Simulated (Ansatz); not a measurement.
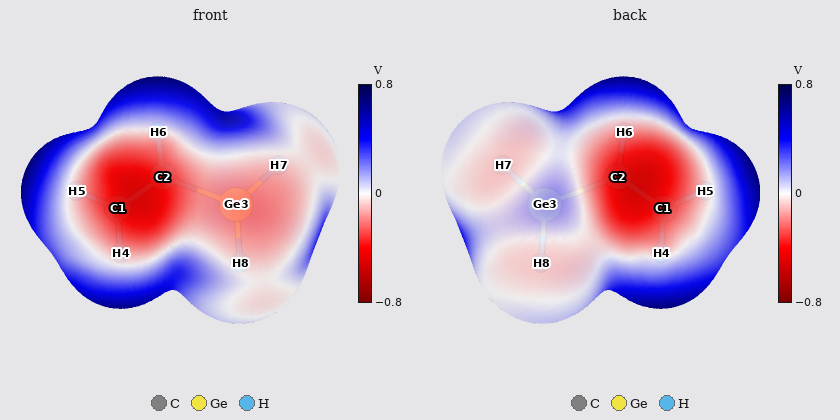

C₂H₅Ge (SMILES C=[CH][GeH2]) (doublet). The electrostatic potential painted on the density surface at 0.001 e/bohr³, seen from the front and from behind; the colour scale runs from red (negative) to blue (positive).

Geometry: r2SCAN-D4/def2-SVP.

Level of theory: isolated molecule in a Gaussian basis; Kohn-Sham density functional theory, functional PBE0 in Ansatz.

Input file:

```
crystal:
  periodic: [false, false, false]
  atoms:
    - {symbol: C, position_ang: [-0.023572, 0.082772, 0.481829]}
    - {symbol: C, position_ang: [0.654390, -1.003803, 0.056639]}
    - {symbol: Ge, position_ang: [2.506248, -1.326478, 0.422961]}
    - {symbol: H, position_ang: [0.438678, 0.841281, 1.124821]}
    - {symbol: H, position_ang: [-1.072543, 0.250377, 0.210159]}
    - {symbol: H, position_ang: [0.142610, -1.719098, -0.601656]}
    - {symbol: H, position_ang: [2.847088, -2.824421, 0.509678]}
    - {symbol: H, position_ang: [2.990453, -0.540508, 1.655356]}
basis:
  gaussian:
    orbitals: def2-TZVPD
hamiltonian:
  xc: {name: PBE0}
magnetization:
  spin_polarized: true
  initial_magnetization: 1
output: {forces: true, orbitals: {seedname: orbitals}}
```

Run with:

```sh
ansatz run input.yaml --threads 2 --pin off --max-ram 4350MiB --events-out events.jsonl --progress --plain --runs-dir runs
```

Describe the electrostatic potential map.

Answer. The most negative region (about −0.5 V, or −12 kcal/mol for a unit charge) lies over the π face of C1 and C2, the most positive (about +0.7 V, or +16 kcal/mol for a unit charge) over H4, H5 and H6.
